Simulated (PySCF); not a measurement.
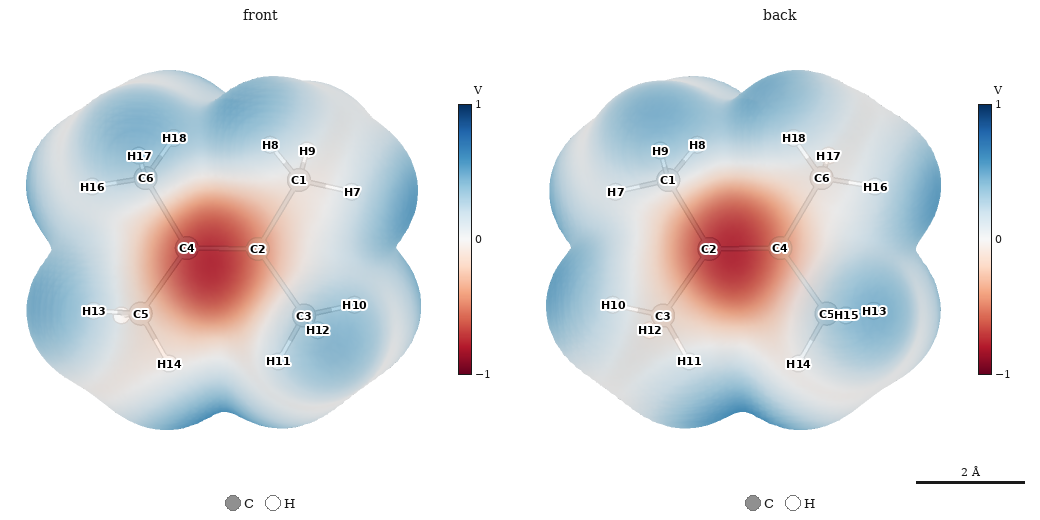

Figure. C6H12 (SMILES CC(C)=C(C)C). The electrostatic potential painted on the density surface at 0.002 e/bohr³, seen from the front and from behind; red is negative and blue positive.

Geometry: GFN2-xTB.

Theory: PBE0/pcSseg-1, SCF density, gas phase, non-relativistic in PySCF 2.14.0.

The calculation's input:

```
{"job": {"kind": "nmr", "xc": "PBE0", "basis": "pcSseg-1"}, "charge": 0, "multiplicity": 1}
C      1.369610    -1.313816    -0.234908
C      0.662606     0.007429    -0.080015
C      1.581698     1.195493    -0.111786
C     -0.659144     0.065278     0.079204
C     -1.461741     1.329011     0.196009
C     -1.489884    -1.189689     0.148239
H      2.375422    -1.163853    -0.619103
H      0.834897    -1.972092    -0.916307
H      1.447140    -1.822705     0.726886
H      2.477123     0.976570     0.468607
H      1.124607     2.089287     0.300158
H      1.892460     1.406930    -1.136197
H     -2.304641     1.288080    -0.493507
H     -0.882623     2.217304    -0.031812
H     -1.863955     1.426954     1.205324
H     -2.486942    -0.964137     0.517625
H     -1.589102    -1.643569    -0.838663
H     -1.036289    -1.926158     0.808591
```

Launched as:

```sh
OMP_NUM_THREADS=1 python probes_run.py task.json out
```

> Describe the electrostatic potential map.

The most negative region (about −0.8 V) lies over the π face of C2 and C4, the most positive (about +0.6 V) over H7, H11, H14 and H16.
